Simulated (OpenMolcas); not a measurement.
# doublet C2H4ClF−: levels of theory compared

We compute a comparison of 6 runs (UHF/3-21G, U-revPBE/6-311+G**, UM06-2X/6-311+G**, UM06-L/6-311+G**, UPBE0/6-311+G**, USVWN5/6-311+G**) of doublet C2H4ClF−. 

Program for the calculation: OpenMolcas 26.06.

## Step 1: The system as given

C2H4ClF− has 8 atoms, charge -1, and is taken as a doublet. SMILES of the parent species: `FCCCl`. The shape is that of a PBE0-D4/def2-TZVP optimisation. This is one conformer, not always the lowest. That shape belongs to the parent species and isn't relaxed for this state.

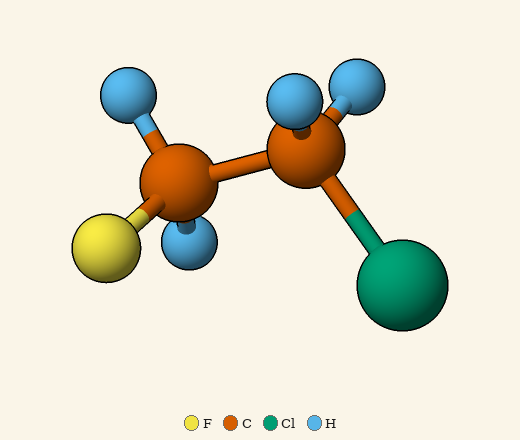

The structure, seen from a chosen angle (fluorine yellow, carbon orange, chlorine teal, hydrogen blue).

## Step 2: A single-point energy at UHF/3-21G (run 1)

File run.input:

```
&GATEWAY
  BasLib=$CurrDir
  Coord
  8
  angstrom
  F       -1.336980       0.498150       1.030500
  C       -0.143560       0.671020       0.368890
  C        0.300450      -0.609920      -0.275720
  Cl      -0.759330      -1.087620      -1.620890
  H       -0.273910       1.462220      -0.374180
  H        0.609620       0.981160       1.102570
  H        0.296790      -1.425630       0.446820
  H        1.306920      -0.489380      -0.677980
  Basis=3-21G
  Group=NoSym

&SEWARD

&SCF
  UHF
  Charge=-1
  Spin=2
  Thresholds=1e-10 1e-07 1e-07 1e-05
  PrOrbitals=1 2
```

The basis set 3-21G is read from a file made from the Basis Set Exchange's data (not shown).

The run is started by

```console
export MOLCAS_MEM=1860
pymolcas run.input > run.log
```

What it wrote:

```text
--- Start Module: gateway ---
[...]
--- Stop Module: gateway /rc=_RC_ALL_IS_WELL_ ---
--- Start Module: seward ---
[...]
      Basis functions           48
--- Stop Module: seward /rc=_RC_ALL_IS_WELL_ ---
--- Start Module: scf ---
[...]
       Convergence after  21 Iterations
[...]
::    Total SCF energy                               -633.6587118652
[...]
      Total spin, S                                     0.5044596723
[...]
      Total electronic charge=   43.000000
      Total            charge=   -1.000000
[...]
      Dipole Moment (debye):
      Origin of the operator (angstrom)=   -0.5868   -0.3330   -0.4327
                   X=  1.6107E+00               Y=  2.5775E+00               Z=  2.8706E+00           Total=  4.1807E+00
      Center of Charge (angstrom)
[...]
--- Stop Module: scf /rc=_RC_ALL_IS_WELL_ ---
[...]
```

Wall time 2.1 s (1 thread of Arm Neoverse V2, shared host); peak memory 0.38 GiB.

## Step 3: A single-point energy at U-revPBE/6-311+G(d,p) (run 2)

File run.input:

```
>>> EXPORT MOLCAS_PRINT=2

&GATEWAY
  BasLib = $CurrDir
  BasisSet
  F.6-311pGss....
  F1 -1.336980 0.498150 1.030500 angstrom
  End of Basis
  BasisSet
  C.6-311pGss....
  C2 -0.143560 0.671020 0.368890 angstrom
  C3 0.300450 -0.609920 -0.275720 angstrom
  End of Basis
  BasisSet
  Cl.6-311pGss....
  Cl4 -0.759330 -1.087620 -1.620890 angstrom
  End of Basis
  BasisSet
  H.6-311pGss....
  H5 -0.273910 1.462220 -0.374180 angstrom
  H6 0.609620 0.981160 1.102570 angstrom
  H7 0.296790 -1.425630 0.446820 angstrom
  H8 1.306920 -0.489380 -0.677980 angstrom
  End of Basis

&SEWARD
  GridInput
  Grid=UltraFine
  End of Grid

&SCF
  UHF
  Charge = -1
  Spin = 2
  KSDFT = revPBE
  Thresholds = 1e-10 1e-07 1e-07 1e-05
  PrOrbitals = 0
```

The basis set 6-311+G** is read from a file made from the Basis Set Exchange's data (not shown).

The run is started by

```console
export MOLCAS_MEM=1860
pymolcas run.input > run.log
```

What it wrote:

```text
--- Start Module: gateway ---
[...]
--- Stop Module: gateway /rc=_RC_ALL_IS_WELL_ ---
--- Start Module: seward ---
[...]
      Basis functions          120
--- Stop Module: seward /rc=_RC_ALL_IS_WELL_ ---
[...]
--- Start Module: scf ---
[...]
       Convergence after  24 Iterations
[...]
::    Total KS-DFT energy                            -638.5395358361
[...]
      Total spin, S                                     0.5000448336
[...]
      Total electronic charge=   43.000000
      Total            charge=   -1.000000
[...]
      Dipole Moment (debye):
      Origin of the operator (angstrom)=   -0.5868   -0.3330   -0.4327
                   X= -5.9993E+00               Y= -1.6597E+00               Z= -2.9314E+00           Total=  6.8803E+00
      Center of Charge (angstrom)
[...]
--- Stop Module: scf /rc=_RC_ALL_IS_WELL_ ---
[...]
```

Wall time 88 s (1 thread of Arm Neoverse V2, shared host); peak memory 0.76 GiB.

Runs 3 to 4 aren't shown in full; the table further down has their settings and results.

## Step 4: The energy at UPBE0/6-311+G(d,p) (run 5)

File calc.input:

```
* C2H4ClF Kohn-Sham DFT

&GATEWAY
 BasLib
 $CurrDir
 Coord
 8
 angstrom
 F       -1.336980       0.498150       1.030500
 C       -0.143560       0.671020       0.368890
 C        0.300450      -0.609920      -0.275720
 Cl      -0.759330      -1.087620      -1.620890
 H       -0.273910       1.462220      -0.374180
 H        0.609620       0.981160       1.102570
 H        0.296790      -1.425630       0.446820
 H        1.306920      -0.489380      -0.677980
 Basis
 6-311pGss
 Group
 NoSym

&SEWARD
 GridInput
 Grid=UltraFine
 End of Grid

&SCF
 UHF
 Charge
 -1
 Spin
 2
 KSDFT
 PBE0
 Thresholds
 1e-10 1e-07 1e-07 1e-05
 PrOrbitals
 1 1
```

The basis set 6-311+G** is read from a file made from the Basis Set Exchange's data (not shown).

The run is started by

```console
export MOLCAS_MEM=1860
pymolcas calc.input > calc.log
```

What it wrote:

```text
--- Start Module: gateway ---
[...]
--- Stop Module: gateway /rc=_RC_ALL_IS_WELL_ ---
--- Start Module: seward ---
[...]
      Basis functions          120
--- Stop Module: seward /rc=_RC_ALL_IS_WELL_ ---
[...]
--- Start Module: scf ---
[...]
       Convergence after  23 Iterations
[...]
::    Total KS-DFT energy                            -638.3370354170
[...]
      Total spin, S                                     0.5000828936
[...]
      Total electronic charge=   43.000000
      Total            charge=   -1.000000
[...]
      Dipole Moment (debye):
      Origin of the operator (angstrom)=   -0.5868   -0.3330   -0.4327
                   X= -6.3434E+00               Y= -1.3708E+00               Z= -2.8451E+00           Total=  7.0861E+00
      Center of Charge (angstrom)
[...]
--- Stop Module: scf /rc=_RC_ALL_IS_WELL_ ---
[...]
```

It took 86 s on 1 thread of Arm Neoverse V2, shared host; peak memory 0.76 GiB.

## Step 5: The energy at USVWN5/6-311+G(d,p) (run 6)

File job.inp:

```
>>> EXPORT MOLCAS_PRINT=2
&gateway
baslib
$CurrDir
coord
8
angstrom
F       -1.336980       0.498150       1.030500
C       -0.143560       0.671020       0.368890
C        0.300450      -0.609920      -0.275720
Cl      -0.759330      -1.087620      -1.620890
H       -0.273910       1.462220      -0.374180
H        0.609620       0.981160       1.102570
H        0.296790      -1.425630       0.446820
H        1.306920      -0.489380      -0.677980
basis
6-311pGss
group
NoSym
&seward
gridinput
Grid=UltraFine
End of Grid
&scf
uhf
charge
-1
spin
2
ksdft
SVWN5
thresholds
1e-10 1e-07 1e-07 1e-05
prorbitals
1 1
```

The basis set 6-311+G** is read from a file made from the Basis Set Exchange's data (not shown).

The run is started by

```console
export MOLCAS_MEM=1860
pymolcas job.inp > job.log
```

What it wrote:

```text
--- Start Module: gateway ---
[...]
--- Stop Module: gateway /rc=_RC_ALL_IS_WELL_ ---
--- Start Module: seward ---
[...]
      Basis functions          120
--- Stop Module: seward /rc=_RC_ALL_IS_WELL_ ---
[...]
--- Start Module: scf ---
[...]
       Convergence after  25 Iterations
[...]
::    Total KS-DFT energy                            -635.8367001725
[...]
      Total spin, S                                     0.5000939263
[...]
      Total electronic charge=   43.000000
      Total            charge=   -1.000000
[...]
      Dipole Moment (debye):
      Origin of the operator (angstrom)=   -0.5868   -0.3330   -0.4327
                   X= -5.2558E+00               Y= -1.2423E+00               Z= -2.3581E+00           Total=  5.8930E+00
      Center of Charge (angstrom)
[...]
--- Stop Module: scf /rc=_RC_ALL_IS_WELL_ ---
[...]
```

Wall time 60 s (1 thread of Arm Neoverse V2, shared host); peak memory 0.76 GiB.

## Step 6: Overview of the runs

```
run               level  integration grid  energy (Eh)  HOMO energy (eV)  LUMO energy (eV)   ⟨S²⟩  wall time
  1           UHF/3-21G                 –  -633.658712              3.17             12.46  0.759      2.1 s
  2  U-revPBE/6-311+G**         UltraFine  -638.539536              2.67              3.04  0.750       88 s
  3   UM06-2X/6-311+G**         UltraFine  -638.591572              1.93              3.72  0.751    2.3 min
  4    UM06-L/6-311+G**         UltraFine  -638.629997              2.93              3.66  0.751    3.2 min
  5     UPBE0/6-311+G**         UltraFine  -638.337035              2.31              3.61  0.750       86 s
  6    USVWN5/6-311+G**         UltraFine  -635.836700              2.64              3.01  0.750       60 s
```

## Step 7: What came out

| quantity | value |
| --- | --- |
| run 6: total energy | -635.83670 Eh |
| run 6: HOMO energy (highest over α and β) | 2.64 eV |
| run 6: LUMO energy (lowest over α and β) | 3.01 eV |
| run 6: ⟨S²⟩ | 0.750 |

**Reading.** Totals of different functionals can't be ranked against each other. In runs 1, 2, 3, 4, 5, 6 the HOMO lies above zero, so the outermost electron may be held by the basis alone. All runs together took 9.4 min, the longest 3.2 min.
